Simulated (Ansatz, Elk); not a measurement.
# How far do independent atoms describe Zn3InN?

The structure of Zn3InN used here is made up (a known structure type with other elements) and was relaxed beforehand with PBEsol. The aim is the Fourier transform of its all-electron density, F(hkl), set beside the sum over free spherical atoms that refinements use.

Method: DFT, PBE, all-electron APW+lo, Dirac cores, scalar-relativistic bands, static density, no spin, in Elk 11.2.3 (patched build).

The structure was built from a prototype and need not be the compound's stable phase.

## Step 1: Starting point

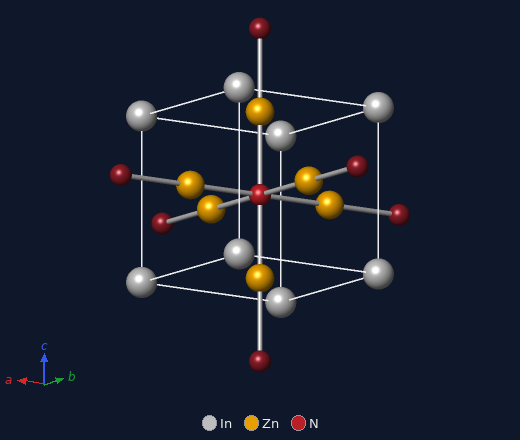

Start, viewed from a free direction; indium light grey, zinc orange, nitrogen red. Some periodic images of atoms are drawn too.

## Step 2: Ground state and structure factors

An all-electron density is needed, since X-rays see the cores too. Task 0 finds the density and task 195 Fourier-transforms it; tshift is off so that phases refer to the origin typed.

Input file elk.in:

```
tasks
  0
  195

xctype
  20

spinpol
  .false.

rgkmax
  7.0

gmaxvr
  14.0

lmaxo
  7

lmaxapw
  8

swidth
  0.002

tshift
  .false.

ramdisk
  .false.

hmaxvr
  5.5

maxscl
  120

epspot
  1e-06

sppath
  './'

avec
  7.97779078515 -0.00000000000 -0.00000000000
  -0.00000000000 7.97779078515 0.00000000000
  -0.00000000000 0.00000000000 7.97779078515

atoms
  3
  'In.in'
  1
  0.0000000000 -0.0000000000 0.0000000000   0.000000 0.000000 0.000000
  'Zn.in'
  3
  -0.0000000000 0.5000000000 0.5000000000   0.000000 0.000000 0.000000
  0.5000000000 0.0000000000 0.5000000000   0.000000 0.000000 0.000000
  0.5000000000 0.5000000000 -0.0000000000   0.000000 0.000000 0.000000
  'N.in'
  1
  0.5000000000 0.5000000000 0.5000000000   0.000000 0.000000 0.000000

ngridk
  5 5 5
```

On the command line:

```console
> OMP_NUM_THREADS=4 elk
```

Numbers of over 12 decimals in the logs are rounded to 6 here.

The log of the run:

```text
┌─────────────────────────┐
│ Elk code version 11.2.3 │
└─────────────────────────┘

All units are atomic (Hartree, Bohr, etc.)

┌─────────────────────────────────────────────────┐
│ Ground-state run starting from atomic densities │
└─────────────────────────────────────────────────┘

Lattice vectors :
   7.977790785      -0.000000000      -0.000000000
  -0.000000000       7.977790785       0.000000000
  -0.000000000       0.000000000       7.977790785

Reciprocal lattice vectors :
  0.7875846179       0.000000000       0.000000000
   0.000000000      0.7875846179       0.000000000
   0.000000000       0.000000000      0.7875846179

Unit cell volume      :    507.7476578
Brillouin zone volume :   0.4885304927

Muffin-tin inner radius fraction :   0.1000000000E-01

Nuclei treated as point charges

Species : 1 (In)
 parameters loaded from : In.in
 name : indium
 nuclear charge    :   -49.00000000
 electronic charge :    49.00000000
 atomic mass :    209300.4102
 muffin-tin radius :    2.600000000
 number of radial points in muffin-tin :   1193
 inner part over the whole radius :   0.9943151076E-02
 number on inner part of muffin-tin    :    850
 approximate nuclear radius :   0.8768807633E-04
 number of mesh points to nuclear radius :    427
 atomic positions (lattice), magnetic fields (Cartesian) :
  1 :   0.00000000  0.00000000  0.00000000    0.00000000  0.00000000  0.00000000

Species : 2 (Zn)
 parameters loaded from : Zn.in
 name : zinc
 nuclear charge    :   -30.00000000
 electronic charge :    30.00000000
 atomic mass :    119233.3130
 muffin-tin radius :    2.250797367
 number of radial points in muffin-tin :    993
 inner part over the whole radius :   0.9874725478E-02
 number on inner part of muffin-tin    :    700
 approximate nuclear radius :   0.7484757725E-04
 number of mesh points to nuclear radius :    339
 atomic positions (lattice), magnetic fields (Cartesian) :
  1 :   0.00000000  0.50000000  0.50000000    0.00000000  0.00000000  0.00000000
  2 :   0.50000000  0.00000000  0.50000000    0.00000000  0.00000000  0.00000000
  3 :   0.50000000  0.50000000  0.00000000    0.00000000  0.00000000  0.00000000

Species : 3 (N)
 parameters loaded from : N.in
 name : nitrogen
 nuclear charge    :   -7.000000000
 electronic charge :    7.000000000
 atomic mass :    25532.65216
 muffin-tin radius :    1.688098025
 number of radial points in muffin-tin :    593
 inner part over the whole radius :   0.9874486093E-02
 number on inner part of muffin-tin    :    406
 approximate nuclear radius :   0.4939692610E-04
 number of mesh points to nuclear radius :    170
 atomic positions (lattice), magnetic fields (Cartesian) :
  1 :   0.50000000  0.50000000  0.50000000    0.00000000  0.00000000  0.00000000

Total number of atoms per unit cell :    5
Total muffin-tin volume :    237.0635284
 ratio of muffin-tin to unit cell volume :   0.4668924116

Spin treatment :
 spin-unpolarised

Number of Bravais lattice symmetries :   48
Number of crystal symmetries         :   48
Crystal has inversion symmetry
Real symmetric eigensolver will be used

k-point grid :      5     5     5
k-point offset :    0.000000000       0.000000000       0.000000000
k-point set is reduced with full crystal symmetry group
Total number of k-points :       10

Muffin-tin radius times maximum |G+k| :    7.000000000
 using average radius
Maximum |G+k| for APW functions       :    3.170149115
Maximum (1/2)|G+k|²                   :    5.024922704
Maximum |G| for potential and density :    14.00000000
Constant for pseudocharge density :    9
 order of it for each species :   16  16  16
 order of it for pair densities of each species (exact exchange by exxq0 0: 17) :   14  10   4
Radial integration step length :    1

G-vector grid sizes :     36    36    36
Number of G-vectors :    23583

Maximum angular momentum used for
 APW functions            :    8
 outer part of muffin-tin :    7
 inner part of muffin-tin :    2

Total nuclear charge    :   -146.0000000
[...]
electron entropic           :    -0.25461787713459E-03
 total energy                :     -11326.957536437

Density of states at Fermi energy :    16.38292119
 (states/Hartree/unit cell)

Estimated indirect band gap :   0.1599052502E-01
 from k-point 5 to k-point 9
Estimated direct band gap   :   0.3733848464E-01
 at k-point 6

Charges :
 core                        :    68.00000000
 valence                     :    78.00000000
 interstitial                :    6.452989177
 muffin-tins (core leakage)
  species : 1 (In)
   atom 1                    :    47.29408058     (  0.1324548264E-03)
  species : 2 (Zn)
[...]
species : 3 (N)
[...]
total in muffin-tins        :    139.5470108
 total calculated charge     :    145.9977419
 total charge                :    146.0000000
 error                       :   0.2258064030E-02

RMS change in Kohn-Sham potential (target) :   0.8520433798     (  0.1000000000E-05)
Absolute change in total energy (target)   :   0.1248803641     (  0.1000000000E-03)

[... loops 3 to 16 left out ...]

┌──────────────────┐
│ Loop number : 17 │
└──────────────────┘

Energies :
 Fermi                       :     0.262059
 sum of occupied eigenvalues :     -6651.2204550061
 electron kinetic            :      11722.614054462
 core electron kinetic       :      10861.486721190
 Coulomb                     :     -22666.933912422
 Coulomb potential           :     -17876.601668865
 nuclear-nuclear             :     -1477.0092079655
 electron-nuclear            :     -24542.137565203
 Hartree                     :      3352.2128607473
 Madelung                    :     -13728.633077989
 xc potential                :     -497.23284060388
 exchange                    :     -374.68651388366
 correlation                 :     -7.257582
 electron entropic           :    -0.10810624438591E-02
 total energy                :     -11326.265035248

Density of states at Fermi energy :    85.54975209
 (states/Hartree/unit cell)

Estimated indirect band gap :   0.3600761626E-02
 from k-point 6 to k-point 2
Estimated direct band gap   :   0.1934688059E-01
 at k-point 6

Charges :
 core                        :    68.00000000
 valence                     :    78.00000000
 interstitial                :    6.646331993
 muffin-tins (core leakage)
  species : 1 (In)
[...]
species : 2 (Zn)
[...]
species : 3 (N)
[...]
total in muffin-tins        :    139.3536680
 total calculated charge     :    145.9980931
 total charge                :    146.0000000
 error                       :   0.1906875079E-02

RMS change in Kohn-Sham potential (target) :   0.2370364747E-06 (  0.1000000000E-05)
Absolute change in total energy (target)   :   0.6633046360E-04 (  0.1000000000E-03)

Convergence targets achieved

┌──────────────────┐
│ Loop number : 18 │
└──────────────────┘

Energies :
 Fermi                       :     0.262059
 sum of occupied eigenvalues :     -6651.2204475876
 electron kinetic            :      11722.614062338
 core electron kinetic       :      10861.486723454
 Coulomb                     :     -22666.933915082
 Coulomb potential           :     -17876.601668165
 nuclear-nuclear             :     -1477.0092079655
 electron-nuclear            :     -24542.137571099
 Hartree                     :      3352.2128639827
 Madelung                    :     -13728.633080999
 xc potential                :     -497.23284176066
 exchange                    :     -374.68651419973
 correlation                 :     -7.257582
 electron entropic           :    -0.10810623799630E-02
 total energy                :     -11326.265030344

Density of states at Fermi energy :    85.54974329
 (states/Hartree/unit cell)

Estimated indirect band gap :   0.3600770770E-02
 from k-point 6 to k-point 2
Estimated direct band gap   :   0.1934688328E-01
 at k-point 6

Charges :
 core                        :    68.00000000
 valence                     :    78.00000000
 interstitial                :    6.646331723
 muffin-tins (core leakage)
  species : 1 (In)
[...]
species : 2 (Zn)
[...]
atom 2                    :    28.59779289     (  0.1955823559E-03)
   atom 3                    :    28.59779289     (  0.1955823559E-03)
  species : 3 (N)
   atom 1                    :    6.116362391     (  0.3535242294E-06)
 total in muffin-tins        :    139.3536683
 total calculated charge     :    145.9980931
 total charge                :    146.0000000
 error                       :   0.1906875415E-02

┌──────────────────────────────┐
│ Self-consistent loop stopped │
└──────────────────────────────┘

Warning : core states of species 1 leak from the muffin-tin :   0.1291469502E-03

Warning : core states of species 2 leak from the muffin-tin :   0.1955823559E-03

Wrote STATE.OUT
```

The job ended after 16 s (4 threads of AMD EPYC 9R14 (Zen 4), shared host; peak memory 0.2 GiB; 38 s of CPU time).

SFACRHO.OUT:

```text

h k l indices transformed by vhmat matrix:
   1.000000000       0.000000000       0.000000000    
   0.000000000       1.000000000       0.000000000    
   0.000000000       0.000000000       1.000000000    

      h      k      l  multipl.   |H|            Re(F)            Im(F)           |F|

      0      0      0      1   0.0000000       146.00000     -0.16542959E-16   146.00000    
     -1      0      0      6  0.78758462       11.218129     -0.69202477E-14   11.218129    
      1     -1      0     12   1.1138128       21.511280     -0.27388998E-14   21.511280    
     -1     -1     -1      8   1.3641366       106.27050      0.15966712E-13   106.27050    
      0      0     -2      6   1.5751692       109.92105      0.12303515E-13   109.92105    
     -1     -2      0     24   1.7610927       10.358548     -0.65395382E-14   10.358548    
      1     -2      1     24   1.9291804       16.942918     -0.10633387E-13   16.942918    
      0      2     -2     12   2.2276257       93.414858      0.44482638E-14   93.414858    
      0     -3      0      6   2.3627539       9.8333811     -0.14714329E-13   9.8333811    
     -1      2     -2     24   2.3627539       9.8307751     -0.12362359E-14   9.8307751    
      3      1      0     24   2.4905612       14.755389     -0.13497903E-14   14.755389    
      1     -3      1     24   2.6121227       79.951606      0.39878049E-14   79.951606    
     -2      2      2      8   2.7282731       82.337470     -0.89518521E-14   82.337470    
     -3      2      0     24   2.8396767       9.3599050     -0.20838676E-13   9.3599050    
     -3      1      2     48   2.9468718       13.540613      0.74579966E-14   13.540613    
      0     -4      0      6   3.1503385       74.167737      0.15961453E-13   74.167737    
      2     -2     -3     24   3.2472946       9.0177953     -0.21213339E-13   9.0177953    
      4     -1      0     24   3.2472946       8.9987715     -0.29028349E-14   8.9987715
```

Elk indexes on the primitive cell of elk.in and gives |H| = 4π sin θ/λ in inverse bohr. Below, one row stands for each form hkl of the conventional cell (m members, Friedel mates merged), F is for one primitive cell and the density is static (no thermal factor). Free-atom factors are Waasmaier and Kirfel's, and R is Σm||F|−|F'||/Σm|F|.

```
hkl   m  sin θ/λ (Å⁻¹)  abs F, DFT  neutral atoms   diff.
100   6          0.118      11.218         11.289  -0.071
110  12          0.168      21.511         21.185  +0.326
111   8          0.205     106.270        107.142  -0.872
200   6          0.237     109.921        110.376  -0.455
210  24          0.265      10.358         10.357  +0.001
211  24          0.290      16.943         16.833  +0.110
220  12          0.335      93.415         93.741  -0.326
300   6          0.355       9.833          9.730  +0.104
221  24          0.355       9.831          9.730  +0.101
310  24          0.374      14.755         14.732  +0.023
311  24          0.393      79.952         80.041  -0.090
222   8          0.410      82.338         82.434  -0.097
320  24          0.427       9.360          9.283  +0.077
321  48          0.443      13.541         13.518  +0.022
400   6          0.474      74.168         74.127  +0.041
322  24          0.488       9.018          8.968  +0.050
410  24          0.488       8.999          8.968  +0.031
411  24          0.502      12.822         12.764  +0.057
330  12          0.502      12.808         12.764  +0.044
331  24          0.516      65.489         65.442  +0.047
420  24          0.530      67.837         67.770  +0.066
421  48          0.543       8.788          8.757  +0.031
```

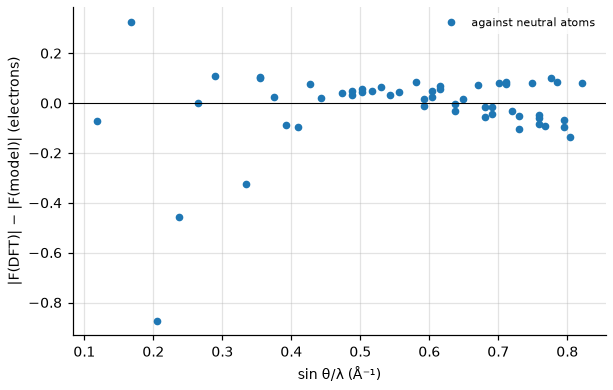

Difference between the calculated structure factors and the independent-atom ones.

## Step 3: The highest occupied states alone

An energy window below the Fermi level keeps the highest occupied states, to see at which angles they scatter; shallow core shells can lie inside it and anion s states outside. No new self-consistency is needed.

elk.in: that of step 2 with these lines changed.

```diff
@@ -1,3 +1,2 @@
 tasks
-  0
   195
@@ -40,2 +39,5 @@
 
+wsfac
+  -0.289180 0.562060
+
 sppath
```

On the command line:

```console
> OMP_NUM_THREADS=4 elk
```

The log of the run:

```text
┌─────────────────────────────────┐
│ Elk code version 11.2.3 started │
└─────────────────────────────────┘

Info(readinput): the functional depends on the density's gradient
 muffin-tin radial points multiplied by    2.00000
 (not where nrmtscf is given)

┌────────────────────┐
│ Current task : 195 │
└────────────────────┘
Info(checkmt): changed muffin-tin radius of species 2 (Zn) from   2.4000 to   2.2508
Info(checkmt): changed muffin-tin radius of species 3 (N) from   1.8000 to   1.6881

Info(sfacrho): density structure factors written to SFACRHO.OUT

 Energy window :  -0.2891800000      0.5620600000

┌──────────────────┐
│ Elk code stopped │
└──────────────────┘
```

It took 5.5 s on 4 threads; peak memory 0.17 GiB.

States within 15 eV below the Fermi level hold 52.00 electrons; any levels below the window count with the cores. Their amplitudes can exceed the total, where window and core parts have opposite phase:

```
hkl  sin θ/λ (Å⁻¹)  abs F, window  abs F, all
100          0.118          2.960      11.218
110          0.168          1.391      21.511
111          0.205         26.102     106.270
200          0.237         26.527     109.921
210          0.265          3.158      10.358
211          0.290          0.975      16.943
220          0.335         17.777      93.415
300          0.355          2.801       9.833
221          0.355          2.865       9.831
310          0.374          1.803      14.755
```

## Step 4: Another functional

The difference from free atoms is small, so it is set against the change that LDA (Perdew-Wang) makes.

elk.in: that of step 3 with these lines changed.

```diff
@@ -1,2 +1,3 @@
 tasks
+  0
   195
@@ -4,3 +5,3 @@
 xctype
-  20
+  3
 
@@ -39,5 +40,2 @@
 
-wsfac
-  -0.289180 0.562060
-
 sppath
```

On the command line:

```console
> OMP_NUM_THREADS=4 elk
```

The log of the run:

```text
┌─────────────────────────┐
│ Elk code version 11.2.3 │
└─────────────────────────┘

All units are atomic (Hartree, Bohr, etc.)

┌─────────────────────────────────────────────────┐
│ Ground-state run starting from atomic densities │
└─────────────────────────────────────────────────┘

Lattice vectors :
   7.977790785      -0.000000000      -0.000000000
  -0.000000000       7.977790785       0.000000000
  -0.000000000       0.000000000       7.977790785

Reciprocal lattice vectors :
  0.7875846179       0.000000000       0.000000000
[...]
atom 3                    :    28.61872955     (  0.2019692261E-03)
  species : 3 (N)
   atom 1                    :    6.086143172     ( -0.3686581349E-05)
 total in muffin-tins        :    139.4039929
 total calculated charge     :    145.9980849
 total charge                :    146.0000000
 error                       :   0.1915147721E-02

┌──────────────────────────────┐
│ Self-consistent loop stopped │
└──────────────────────────────┘

Warning : core states of species 1 leak from the muffin-tin :   0.1272105792E-03

Warning : core states of species 2 leak from the muffin-tin :   0.2019692261E-03

Wrote STATE.OUT
[key lines of the parts left out:]
total energy                :     -11312.719430265
```

The job ended after 9.6 s (4 threads; peak memory 0.17 GiB).

Against the first run R = 0.05 %; the largest change is -0.080 at 220.

## Step 5: A coarser k-mesh

About half the k-points along each axis test the sampling.

elk.in: that of step 4 with these lines changed.

```diff
@@ -5,3 +5,3 @@
 xctype
-  3
+  20
 
@@ -63,2 +63,2 @@
 ngridk
-  5 5 5
+  2 2 2
```

On the command line:

```console
> OMP_NUM_THREADS=4 elk
```

The log of the run:

```text
┌─────────────────────────┐
│ Elk code version 11.2.3 │
└─────────────────────────┘

All units are atomic (Hartree, Bohr, etc.)

┌─────────────────────────────────────────────────┐
│ Ground-state run starting from atomic densities │
└─────────────────────────────────────────────────┘

Lattice vectors :
   7.977790785      -0.000000000      -0.000000000
  -0.000000000       7.977790785       0.000000000
  -0.000000000       0.000000000       7.977790785

Reciprocal lattice vectors :
  0.7875846179       0.000000000       0.000000000
[...]
atom 3                    :    28.64308034     (  0.1961095003E-03)
  species : 3 (N)
   atom 1                    :    6.127542877     (  0.3545108991E-06)
 total in muffin-tins        :    139.4304333
 total calculated charge     :    145.9981195
 total charge                :    146.0000000
 error                       :   0.1880546585E-02

┌──────────────────────────────┐
│ Self-consistent loop stopped │
└──────────────────────────────┘

Warning : core states of species 1 leak from the muffin-tin :   0.1287201056E-03

Warning : core states of species 2 leak from the muffin-tin :   0.1961095003E-03

Wrote STATE.OUT
[key lines of the parts left out:]
total energy                :     -11326.253561673
```

The job ended after 12 s (4 threads; peak memory 0.2 GiB).

Against the first run R = 0.03 %; the largest change is -0.124 at 100.

## Step 6: Settings against the effect

```
              run  R against the first run (%)  R against neutral atoms, low angle (%)  wall time
    PBE, rgkmax 7                         0.00                                    0.67       16 s
LDA (Perdew-Wang)                         0.05                                    0.66      9.6 s
     k-mesh 2×2×2                         0.03                                    0.72       12 s
```

## Step 7: What came out

* R against neutral atoms, sin θ/λ < 0.3 Å⁻¹: 0.67 %
* R against neutral atoms, 0.3 to 0.82 Å⁻¹: 0.26 %

What this shows: Independent neutral atoms miss the calculated amplitudes by R = 0.67 % below 0.3 Å⁻¹ and 0.26 % from there to 0.82 Å⁻¹; by shells, 0.63 % below 0.15 Å⁻¹ (1 form), 0.67 % 0.15 to 0.3 (5 forms), 0.26 % 0.3 to 0.45 (8 forms), 0.27 % above 0.45 (41 forms). Bonding, aspherical density and the tables' own atoms all enter these figures, and the runs don't part them. The largest change of an amplitude is -0.87 electrons, at 111. The window's part falls from 52.0 electrons at the origin to at most 9.45 between 0.45 and 0.82 Å⁻¹, where compact states inside the window still scatter. The window holds more than the 44 outer electrons of the free atoms, so shallow core shells lie inside it. Below 0.3 Å⁻¹ the changes that finished (LDA (Perdew-Wang) and k-mesh 2×2×2) move F by R = 0.12 % at most, against the 0.67 % that separates it from free atoms. The basis has no finished test. Part of the difference isn't bonding: the tables are fits to free atoms and ions calculated by other methods than this functional. Thermal motion, anomalous dispersion and extinction are left out.

[Logs are printed without paths, hosts, clocks, repeated set-up lines and the standing remarks that a program may print on its own settings, such as how far it seeks lower states.]

[Hosts, paths, dates, database ids (printed as entryN), source tags and the programs' standing remarks are cut or masked in the printed files.]
